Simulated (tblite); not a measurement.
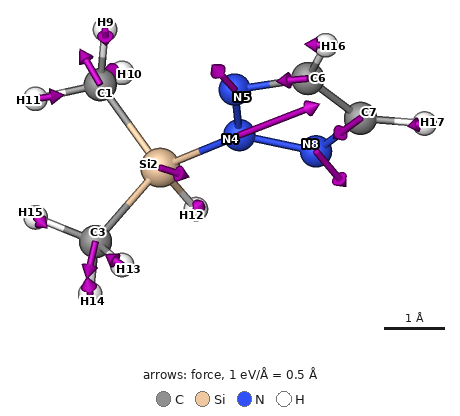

Starting geometry of C4H9N3Si with the computed forces as purple arrows. A ball-and-stick model, seen from a free direction.

All numbers below come from GFN2-xTB geometry optimisation, gas phase in tblite 0.8.0. 

What follows when this structure is relaxed?

It isn't relaxed: the largest force vector, on N4, is 3.39 eV/Å. The final displacements have little in common with the starting forces (cosine between the two patterns 0.20). Over 131 geometry steps the energy falls by 15.2 kcal/mol. H15 moves most after the best rigid fit: 1.08 Å. By element the largest moves are H 1.08 Å, N 0.26 Å, C 0.26 Å, Si 0.17 Å. Some distances before and after: C1–H10 1.122 → 1.086 Å, Si2–H12 1.495 → 1.463 Å, C1–Si2 1.864 → 1.896 Å, N5–C6 1.346 → 1.319 Å. Bond angles that change, for instance: C1–Si2–H12 105.8° → 114.8°, C1–Si2–N4 113.4° → 105.8°, N5–C6–H16 129.4° → 122.1°. Groups turn about Si2–C3 by about 50°, C1–Si2 by about 35°.
